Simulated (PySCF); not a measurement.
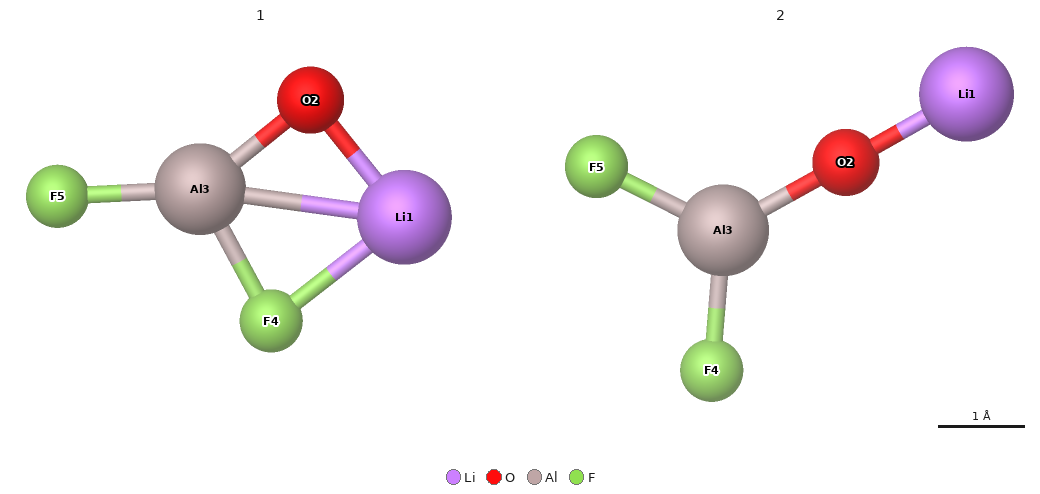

Two geometries of LiAlOF2, drawn at one scale. One is the start of a relaxation, the other its converged end. A ball-and-stick model, seen face on.

All numbers below come from RKS PBE0-D4/def2-TZVP, density fitting in PySCF. 

Question: Which geometry has the lower energy?

Answer: Structure 2 is the relaxed one. It is one of the separated reactants of a reaction. Over 29 geometry steps the energy falls by 6.45 kcal/mol. The largest move after the best rigid fit is that of Li1, 1.53 Å. By element the largest moves are Li 1.53 Å, F 1.10 Å, O 0.75 Å, Al 0.49 Å. Some distances before and after: Li1–F4 1.982 → 4.419 Å, Li1–Al3 2.405 → 3.271 Å, Li1–O2 1.755 → 1.626 Å, Al3–F4 1.753 → 1.653 Å. Bonds break, among them: Li1–Al3 (2.40 → 3.27 Å), Li1–F4 (1.98 → 4.42 Å). Among the angles between lasting bonds that change: Li1–O2–Al3 89.2° → 179.5°, O2–Al3–F4 101.1° → 124.1°, O2–Al3–F5 143.9° → 124.0°. The run took 3.5 min on 2 threads of AMD EPYC 7B13, on a shared host.
